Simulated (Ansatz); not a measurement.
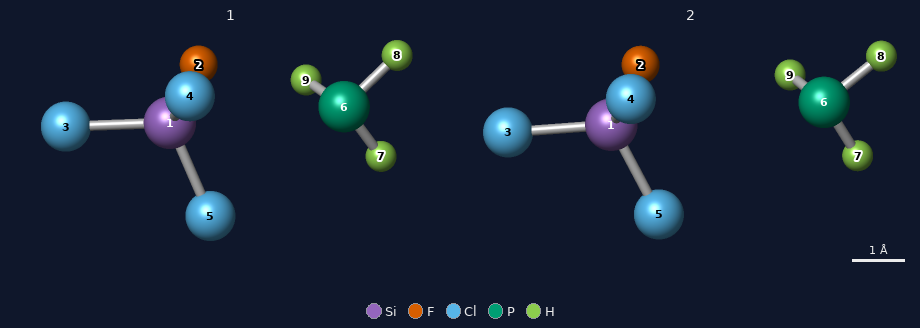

Two geometries of SiPH$_{3}$Cl$_{3}$F, drawn at one scale. One is the start of a relaxation, the other its converged end. A ball-and-stick model, seen at a tilt.

All numbers below come from RKS PBE0/def2-SVP (Ansatz 0.2.0). Settings: no spin polarisation; force threshold 0.03 eV/Å; at most 50 steps.

### Which one is relaxed?

Structure 2 is the relaxed one. The run prepares an end point of a later path (reaction) calculation, from a guessed geometry. The largest moves after the best rigid fit, 0.49 Å, are those of H8 and H9. Largest moves by element: H 0.49 Å, P 0.41 Å, Cl 0.38 Å, Si 0.37 Å, F 0.37 Å. Some distances before and after: P6–H9 1.421 → 1.427 Å, Si1–F2 1.599 → 1.604 Å. Over 8 accepted moves (10 points after the start) the energy falls by 18.6 kJ/mol. Largest force component: 0.44 eV/Å at the start, 0.023 eV/Å at the end. The line search rejected the trial steps at points 2, 5 of the run. The forces were under the threshold at step 6, but the run went on from there. The run took 16 s on 4 threads of Intel(R) Xeon(R) Platinum 8559C (Emerald Rapids) (shared host), peak memory 0.32 GiB.
